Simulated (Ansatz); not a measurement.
# How fast states decay through Al2O5, part 2 of 3

A new crystal, Al2O5: structure, gap and complex bands. It is built by putting O for Te in the Al2Te5 structure of space group C2/m, with the volume rescaled by atomic radii. The parent structure comes from the Materials Project.

Ansatz 0.2.0; r2SCAN DFT, plane waves, PAW files (the session's first sound run).

So far. Step 2 (Cell and atoms at rest): The largest force component on a free atom ends at 0.0033 eV/Å.

The structure was built from a prototype and need not be the compound's stable phase.

## 3. The bulk crystal and its band edges

The energy window and the wavevectors of the next steps follow from the band edges, so these are searched first, off the mesh as well.

File input.yaml:

```yaml
crystal:
  lattice:
    - [4.8144911125, -1.4955486783, -0.9743488851]
    - [4.8144911125, 1.4955486783, -0.9743488851]
    - [-5.3828934317, 0.0, 6.5575016429]
  atoms:
    - { symbol: Al, position: [0.4202599988, 0.4202599988, 0.6828989935] }
    - { symbol: Al, position: [0.5797400012, 0.5797400012, 0.3171010065] }
    - { symbol: O, position: [0.633886397, 0.633886397, 1.0120292642] }
    - { symbol: O, position: [0.366113603, 0.366113603, -0.0120292642] }
    - { symbol: O, position: [0.0, 0.0, 0.0] }
    - { symbol: O, position: [0.122432799, 0.122432799, 0.4574764244] }
    - { symbol: O, position: [0.877567201, 0.877567201, 0.5425235756] }
kpoints:
  mp_grid: { grid: [8, 8, 4] }
  band_path: { path: [VBM, CBM], npoints: 30 }
scf:
  occupations: { method: fixed }
hamiltonian:
  xc: r2scan
output:
  eigenvalues: true
  write_potential: true
  write_density: true
  volumetric_format: npy
  elf: true
```

Run with:

```console
$ ansatz run input.yaml --threads 2 --pin off --max-ram 4096MiB --backend cpu --events-out ev --progress --plain --runs-dir out
```

Numbers of over 12 decimals in the logs are rounded to 6 here.

Log:

```text
[...]
Crystal: 7 atoms, lattice volume = 78.744 Å³
Basis set: ecut = 500 eV, 2015 PW (Γ), FFT grids on a1−a2, a2, a1+a3, exchange–correlation on 96×160×180 points (64 copies of the dense FFT grid, shifted against one another)
Bands: 25, of which v1, the nominal top of the filled ones, is band 18 counted from 1 (17 counted from 0)
Symmetry: 4 space group operations
[...]
k-points: 78 of 256
[...]
SCF iter   1: F=—  HF=-3920.931517 eV  |F-HF|=—  |Δ(HF+E_count)|=         —  Δρ=1.68e-2  dr2=2.20e-1  dr2_τ=3.68e-1  ethr=1.77e-3  ⟨swp⟩=4.2  Hψ=8128  notcnv=0  defer=390
[...]
SCF iter   8: F=-3921.089720 eV  HF=-3921.089720 eV  |F-HF|=4.90e-9  |Δ(HF+E_count)|=   1.33e-7  Δρ=3.06e-6  dr2=9.71e-9  dr2_τ=7.28e-10  ethr=2.78e-10  ⟨swp⟩=8.6  Hψ=7830  notcnv=0
SCF 1 converged in 8 iterations: F = -3921.089720 eV  dr2 = 9.71e-9
[...]
NSCF: frozen V_eff on 68 k-points
[...]
SCF converged after 8 iterations
Free energy (F): -3921.089720 eV
[...]
Internal energy: -3921.089720 eV  (E = F + TS)
E sigma→0 (E₀):  -3921.089720 eV
Fermi energy:    3.019340 eV
[...]
--- Band table (eV; the first three rows and the last of 78) ---
  k-point 0: bands = [... 14 lower, 1.7615, 1.9528, 2.1403, 2.8006, 4.5554, 5.5987, 8.7115, 12.2738, ... 3 higher]
  k-point 1: bands = [... 14 lower, 1.4855, 2.1335, 2.1522, 2.7111, 4.5627, 5.5977, 9.4049, 12.3702, ... 3 higher]
  k-point 2: bands = [... 14 lower, 0.9351, 2.1639, 2.3606, 2.5446, 4.5706, 5.5966, 10.3557, 12.0769, ... 3 higher]
  k-point 77: bands = [... 14 lower, 1.7279, 2.2034, 2.4524, 2.6175, 3.4509, 5.3081, 10.3019, 11.3619, ... 3 higher]
```

Wall time 27 s (2 threads of Arm Neoverse V2, shared host); peak memory 0.55 GiB; 53 s of CPU time.

The column dr2 measures how far the density is from self-consistency, as an energy; F and HF (Harris–Foulkes) agree once it is small.

Numbers from this step:

```yaml
fermi_energy: 3.019 eV
gap_on_the_k_mesh: 0.4316 eV
gap_on_path: 0.3969 eV, by band count; negative where bands overlap
direct_gap_on_path: 0.8334 eV
edge_places_on_path: 0, 1.641 1/A along the path
```

The electronic bands at the labelled points (eV, zero at the Fermi level (highest filled level under fixed occupations); # counts the bands kept):

| point | #10 | #11 | #12 | #13 | #14 | #15 | #16 |
| --- | --- | --- | --- | --- | --- | --- | --- |
| VBM | -1.28 | -0.49 | -0.34 | 0.03 | 1.78 | 2.19 | 7.76 |
| CBM | -1.29 | -0.82 | -0.57 | -0.40 | 0.43 | 2.29 | 7.28 |

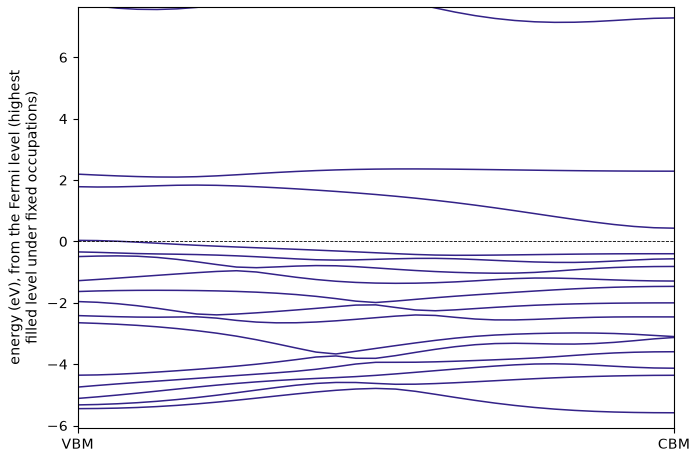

Electronic bands along the path.

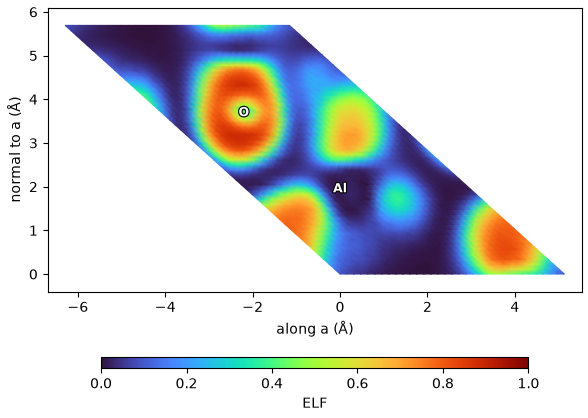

ELF in the ac plane of the cell as run, not the conventional one, at fractional y = 0.366, with atoms of Al and O within 0.2 Å of it. It is the smooth field of the valence electrons, not physical close to the nuclei. The map starts off the cell's origin, so that atoms lie inside it.

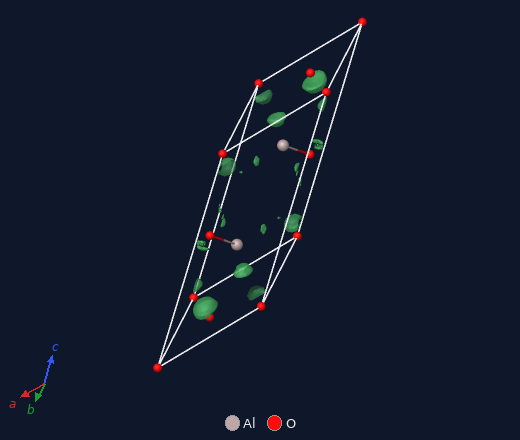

Surface of ELF = 0.85. Drawn on the cell as run, not the conventional one. Bonds to atoms that aren't drawn are left out.

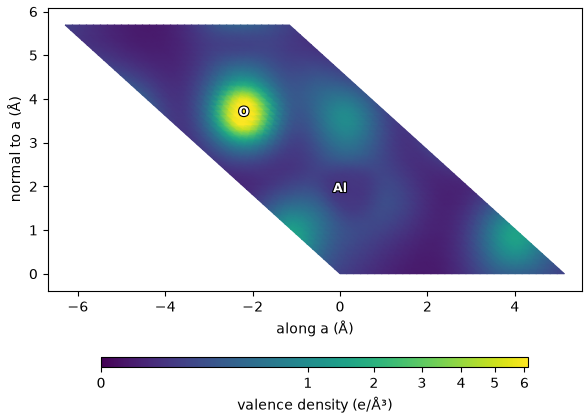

Valence density in the ac plane of the cell as run, not the conventional one, at fractional y = 0.366, with atoms of Al and O within 0.2 Å of it. It is the smooth field of the valence electrons, not physical close to the nuclei. The map starts off the cell's origin, so that atoms lie inside it. The colour scale is stretched toward low values.

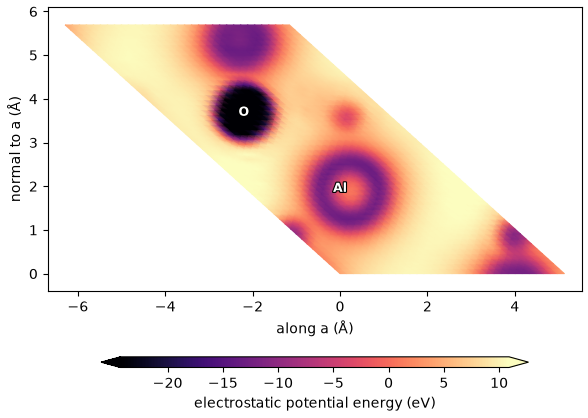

Electrostatic potential energy in the ac plane of the cell as run, not the conventional one, at fractional y = 0.366, with atoms of Al and O within 0.2 Å of it. With pseudopotentials it is smooth inside the atoms' cores, unlike the true potential. The map starts off the cell's origin, so that atoms lie inside it.

The searched edges give 0.397 eV, under the 0.432 eV of the mesh, which misses an edge.

## 4. Complex bands

This step: r2SCAN DFT, plane waves, PAW files; complex bands by layer matching along the plane's normal (Ansatz 0.2.0).

The same crystal is laid in a cell whose first two vectors span the (001) plane (indices of the standard conventional cell, whose axes can be ordered otherwise than in the bulk input). At fixed energy and wavevector in the plane the solver finds all kz, real and complex. A few wavevectors are listed, (0, 0), (0, -0.5) and (0.5, 0) in units of the plane's reciprocal vectors; the slowest state needn't be among them.

File input.yaml:

```yaml
crystal:
  lattice:
    - [2.991097357, 0.0, 0.0]
    - [1.495548678, 4.912095319, 0.0]
    - [1.495548678, -1.664565943, 5.359467896]
  atoms:
    - { symbol: Al, position: [0.5797400012, 0.1576210041, 0.6828989935] }
    - { symbol: Al, position: [0.4202599988, 0.8423789959, 0.3171010065] }
    - { symbol: O, position: [0.366113603, 0.2557435298, 0.0120292642] }
    - { symbol: O, position: [0.633886397, 0.7442564702, 0.9879707358] }
    - { symbol: O, position: [0.0, 0.0, 0.0] }
    - { symbol: O, position: [0.877567201, 0.7873891736, 0.4574764244] }
    - { symbol: O, position: [0.122432799, 0.2126108264, 0.5425235756] }
kpoints:
  mp_grid: { grid: [8, 8, 8] }
scf:
  occupations: { method: fixed }
hamiltonian:
  xc: r2scan
output:
  eigenvalues: true
  transmission:
    leads: [[0, 0]]
    kpoints: [[0.0, 0.0], [0.0, -0.5], [0.5, 0.0]]
    e_range: [-1.0, 1.4]
    de: 0.05
```

Log:

```text
[...]
Crystal: 7 atoms, lattice volume = 78.744 Å³
Basis set: ecut = 500 eV, 2015 PW (Γ), exchange–correlation on 96×160×180 points (64 copies of the dense FFT grid, shifted against one another)
Bands: 25, of which v1, the nominal top of the filled ones, is band 18 counted from 1 (17 counted from 0)
Symmetry: 4 space group operations
[...]
k-points: 150 of 512
[...]
SCF iter   1: F=—  HF=-3920.931516 eV  |F-HF|=—  |Δ(HF+E_count)|=         —  Δρ=1.68e-2  dr2=2.20e-1  dr2_τ=3.68e-1  ethr=1.77e-3  ⟨swp⟩=4.2  Hψ=15618  notcnv=0  defer=750
[...]
SCF iter   8: F=-3921.089757 eV  HF=-3921.089757 eV  |F-HF|=5.01e-9  |Δ(HF+E_count)|=   1.32e-7  Δρ=3.05e-6  dr2=9.63e-9  dr2_τ=7.22e-10  ethr=2.78e-10  ⟨swp⟩=8.5  Hψ=14967  notcnv=0
SCF 1 converged in 8 iterations: F = -3921.089757 eV  dr2 = 9.63e-9
[...]
transmission: 8 of 24 steps passed
transmission: 16 of 24 steps passed
transmission: 24 of 24 steps passed
SCF converged after 8 iterations
Free energy (F): -3921.089757 eV
[...]
Internal energy: -3921.089757 eV  (E = F + TS)
E sigma→0 (E₀):  -3921.089757 eV
Fermi energy:    3.019329 eV
[...]
--- Band table (eV; the first three rows and the last of 150) ---
  k-point 0: bands = [... 14 lower, 1.7615, 1.9528, 2.1403, 2.8006, 4.5554, 5.5987, 8.7115, 12.2739, ... 3 higher]
  k-point 1: bands = [... 14 lower, 1.6841, 2.0102, 2.1438, 2.7771, 4.5574, 5.5984, 8.9039, 12.3022, ... 3 higher]
  k-point 2: bands = [... 14 lower, 1.4855, 2.1335, 2.1522, 2.7111, 4.5626, 5.5977, 9.4049, 12.3702, ... 3 higher]
  k-point 149: bands = [... 14 lower, 1.6600, 1.8836, 2.2787, 2.5301, 5.6453, 5.7629, 12.5065, 12.5110, ... 3 higher]
--- Transmission ---
  basis      : 157 plane waves across, 8 finite elements along
  points     : 3, as listed
  energies   : 49 from -1.000000 to 1.400000 eV about the Fermi level, 0.050000 eV apart; the leads are filled to 0.215798 eV, and channels, transmission and decay are at 0.200000 eV
  crystal 0  : O5Al2, at the sites [0, 0], period 5.3595 Å: whole cells are its period
    offset         : up to 0.0000 Å between an atom of the period and one for which it stands
    channels       : 0.000000e0 a spin
    conductance    : none, the energies end too early or step too widely for 300 K: set another output.transmission.e_range or a lower de, or, where they end at an eighth of basis.ecutwfc, a higher one
    slowest decay  : 0.4233 /Å at (0.0000, 0.0000)
```

Run time: 26 s. Hardware: 2 threads; peak memory 0.64 GiB.

This step gave:

```
free energy                                               : -3921.0898 eV
level to which the leads are filled                       : 0.2158 eV from the Fermi level
decay constant at the filling level, zone centre          : 0.4233 Å⁻¹
decay constant at the filling level, slowest listed point : 0.4233 Å⁻¹
```

K parallel (0, 0); values up to 1.5 1/Å, a degenerate pair printed once or twice; energies at which all values exceed this have no row. Table of Im kz of the slowest decaying states by energy, zero at the highest filled level on the SCF mesh:

| energy (eV) | decay 1 (Å⁻¹) | decay 2 (Å⁻¹) | decay 3 (Å⁻¹) | decay 4 (Å⁻¹) |
| --- | --- | --- | --- | --- |
| -1.0000 | 0.316 | 0.553 | 0.963 | 1.07 |
| -0.7500 | 0.369 | 0.583 | 0.931 | 1.06 |
| -0.5000 | 0.0642 | 0.410 | 0.863 | 0.912 |
| -0.2500 | 0.445 | 0.900 | 1.01 | - |
| 0.0000 | 0.376 | 0.502 | 0.892 | 1.05 |
| 0.2500 | 0.429 | 0.565 | 0.619 | 0.883 |
| 0.5000 | 0.447 | 0.560 | 0.815 | 0.839 |
| 0.7500 | 0.458 | 0.567 | 0.889 | 1.12 |
| 1.0000 | 0.471 | 0.560 | 0.982 | 1.11 |
| 1.2500 | 0.504 | 0.929 | 1.04 | 1.15 |

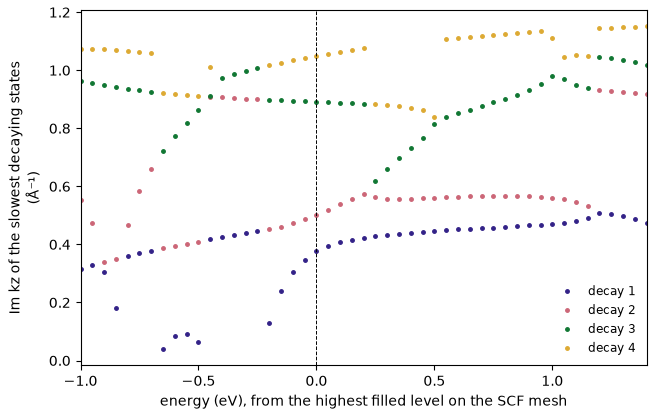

Im kz of the slowest decaying states against energy.

K parallel (0, -0.5); values up to 1.5 1/Å, a degenerate pair printed once or twice; energies at which all values exceed this have no row. Im kz of the slowest decaying states against energy, zero at the highest filled level on the SCF mesh:

| energy (eV) | decay 1 (Å⁻¹) | decay 2 (Å⁻¹) | decay 3 (Å⁻¹) | decay 4 (Å⁻¹) |
| --- | --- | --- | --- | --- |
| -1.0000 | 0.173 | 0.387 | 0.952 | 1.01 |
| -0.7500 | 0.191 | 0.299 | 0.445 | 0.849 |
| -0.5000 | 0.355 | 0.446 | 0.484 | 0.625 |
| -0.2500 | 0.457 | 0.619 | 1.04 | 1.14 |
| 0.0000 | 0.471 | 0.673 | 0.810 | 1.09 |
| 0.2500 | 0.437 | 0.712 | 0.903 | 1.10 |
| 0.5000 | 0.327 | 0.382 | 0.745 | 0.957 |
| 0.7500 | 0.450 | 0.639 | 0.765 | 0.994 |
| 1.0000 | 0.478 | 0.774 | 1.02 | 1.02 |
| 1.2500 | 0.496 | 0.823 | 1.01 | 1.04 |

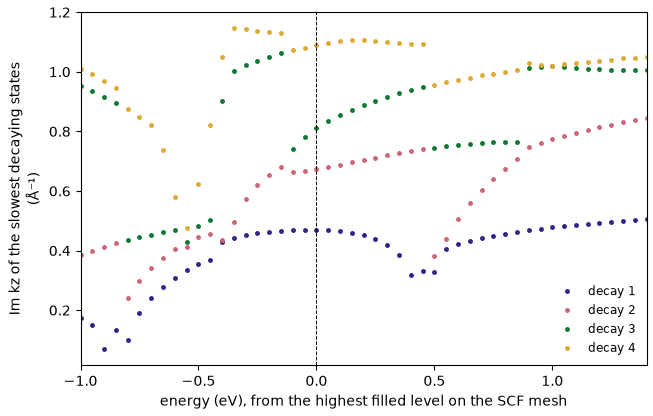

Im kz of the slowest decaying states, plotted against energy.

K parallel (0.5, 0); values up to 1.5 1/Å, a degenerate pair printed once or twice; energies at which all values exceed this have no row. The Im kz of the slowest decaying states by energy, zero at the highest filled level on the SCF mesh:

| energy (eV) | decay 1 (Å⁻¹) | decay 2 (Å⁻¹) | decay 3 (Å⁻¹) | decay 4 (Å⁻¹) |
| --- | --- | --- | --- | --- |
| -1.0000 | 0.108 | 0.158 | 0.629 | 0.642 |
| -0.7500 | 0.366 | 0.380 | 0.653 | 0.671 |
| -0.5000 | 0.461 | 0.475 | 0.672 | 0.689 |
| -0.2500 | 0.502 | 0.525 | 0.687 | 0.702 |
| 0.0000 | 0.429 | 0.487 | 0.579 | 0.701 |
| 0.2500 | 0.605 | 0.650 | 0.713 | 0.729 |
| 0.5000 | 0.636 | 0.733 | 0.734 | 0.984 |
| 0.7500 | 0.659 | 0.742 | 0.742 | 0.808 |
| 1.0000 | 0.676 | 0.750 | 0.753 | 0.871 |
| 1.2500 | 0.686 | 0.758 | 0.765 | 0.922 |

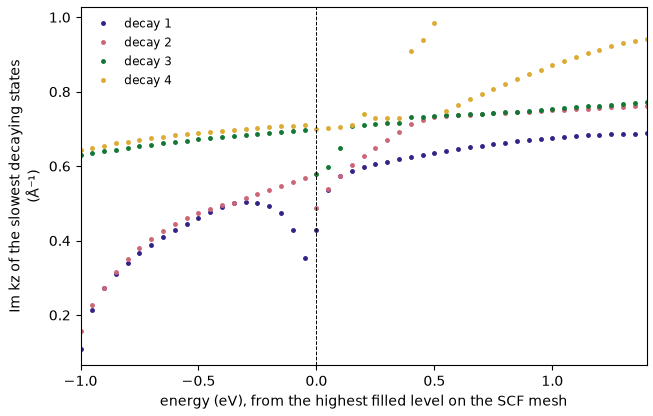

Im kz of the slowest decaying states, plotted against energy.

At the listed wavevectors the last open channel is at -0.05 eV and the next at +0.45 eV on the grid. At +0.20 eV, the grid energy nearest the filling level (the middle of the gap on the SCF mesh), the slowest state at the listed wavevectors decays with κ = 0.423 Å⁻¹, its amplitude falling by e over 2.4 Å. Through 1 nm of this crystal that state's transmission falls by exp(−2 × 0.423 Å⁻¹ × 10 Å) = 2.1e-4.

## 5. Band edges at another level, cutoff 420 eV

This step: PBEsol DFT, plane waves, PAW files (Ansatz 0.2.0).

The edges again with PBEsol, at the same atoms. Against that run the cutoff is 420 eV against 500.

File input.yaml:

```yaml
crystal:
  lattice:
    - [4.8144911125, -1.4955486783, -0.9743488851]
    - [4.8144911125, 1.4955486783, -0.9743488851]
    - [-5.3828934317, 0.0, 6.5575016429]
  atoms:
    - { symbol: Al, position: [0.4202599988, 0.4202599988, 0.6828989935] }
    - { symbol: Al, position: [0.5797400012, 0.5797400012, 0.3171010065] }
    - { symbol: O, position: [0.633886397, 0.633886397, 1.0120292642] }
    - { symbol: O, position: [0.366113603, 0.366113603, -0.0120292642] }
    - { symbol: O, position: [0.0, 0.0, 0.0] }
    - { symbol: O, position: [0.122432799, 0.122432799, 0.4574764244] }
    - { symbol: O, position: [0.877567201, 0.877567201, 0.5425235756] }
kpoints:
  mp_grid: { grid: [8, 8, 4] }
  band_path: { path: [VBM, CBM], npoints: 30 }
scf:
  occupations: { method: fixed }
hamiltonian:
  xc: pbesol
output:
  eigenvalues: true
```

Log:

```text
[...]
Crystal: 7 atoms, lattice volume = 78.744 Å³
Basis set: ecut = 420 eV, 1525 PW (Γ), FFT grids on a1−a2, a2, a1+a3
Bands: 25, of which v1, the nominal top of the filled ones, is band 18 counted from 1 (17 counted from 0)
Symmetry: 4 space group operations
[...]
k-points: 78 of 256
[...]
SCF iter   1: F=—  HF=-3850.496324 eV  |F-HF|=—  |Δ(HF+E_count)|=         —  Δρ=1.49e-2  dr2=1.51e-1  ethr=1.77e-3  ⟨swp⟩=4.2  Hψ=8121  notcnv=0  defer=390
[...]
SCF iter   8: F=-3850.461074 eV  HF=-3850.461074 eV  |F-HF|=7.05e-8  |Δ(HF+E_count)|=   8.32e-7  Δρ=6.54e-6  dr2=5.72e-8  ethr=2.78e-10  ⟨swp⟩=7.4  Hψ=9167  notcnv=0
SCF 1 converged in 8 iterations: F = -3850.461074 eV  dr2 = 5.72e-8
[...]
SCF converged after 8 iterations
Free energy (F): -3850.461074 eV
[...]
Internal energy: -3850.461074 eV  (E = F + TS)
E sigma→0 (E₀):  -3850.461074 eV
Fermi energy:    3.254037 eV
[...]
--- Band table (eV; the first three rows and the last of 78) ---
  k-point 0: bands = [... 14 lower, 2.1518, 2.3281, 2.3299, 3.2537, 4.6924, 5.5797, 8.2502, 11.6841, ... 3 higher]
  k-point 1: bands = [... 14 lower, 1.8835, 2.3429, 2.5106, 3.1747, 4.6999, 5.5782, 8.9549, 11.7692, ... 3 higher]
  k-point 2: bands = [... 14 lower, 1.3624, 2.3574, 2.7040, 3.0503, 4.7087, 5.5774, 9.9128, 11.4956, ... 3 higher]
  k-point 77: bands = [... 14 lower, 2.1004, 2.4777, 2.6315, 3.1150, 3.6000, 5.2960, 9.7532, 10.8956, ... 3 higher]
```

It took 11 s on 2 threads; peak memory 0.37 GiB.

Numbers from this step:

- free energy: -3850.4611 eV
- Fermi energy: 3.254 eV
- gap on the k-mesh: 0.3459 eV
- gap on path: 0.3032 eV, by band count; negative where bands overlap
- direct gap on path: 0.4849 eV
- edge places on path: 0, 1.619 1/A along the path

The electronic bands at the labelled points (eV, zero at the Fermi level (highest filled level under fixed occupations); # counts the bands kept):

| point | #10 | #11 | #12 | #13 | #14 | #15 | #16 | #17 |
| --- | --- | --- | --- | --- | --- | --- | --- | --- |
| VBM | -1.05 | -0.37 | -0.36 | 0.04 | 1.57 | 2.02 | 7.05 | 8.81 |
| CBM | -1.15 | -0.78 | -0.62 | -0.14 | 0.35 | 2.04 | 6.50 | 7.64 |

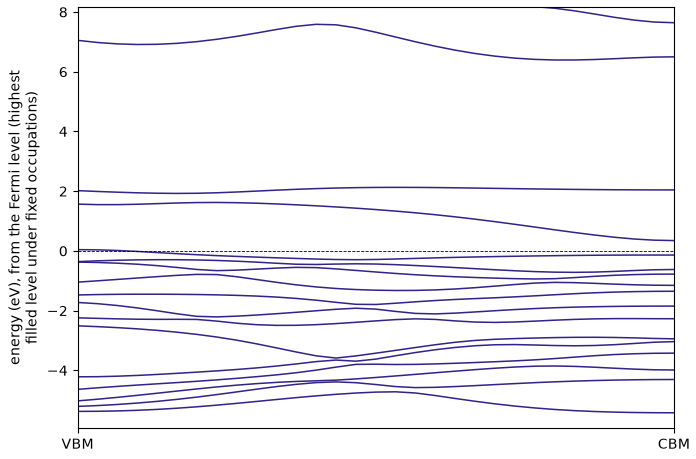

Electronic bands along the path.

The searched edges give 0.303 eV, under the 0.346 eV of the mesh, which misses an edge.

For the gap on path, step 3 gave 0.397 eV; this run, with PBEsol and cutoff 420 eV, gives 0.303 eV.

(Continued in part 3 of 3.)

[Logs are printed without paths, hosts, clocks, repeated set-up lines and the standing remarks that a program may print on its own settings, such as how far it seeks lower states.]

[Hosts, paths, dates, database ids (printed as entryN), source tags and the programs' standing remarks are cut or masked in the printed files.]

[New means built here by substitution; the compound itself may be known and measured.]
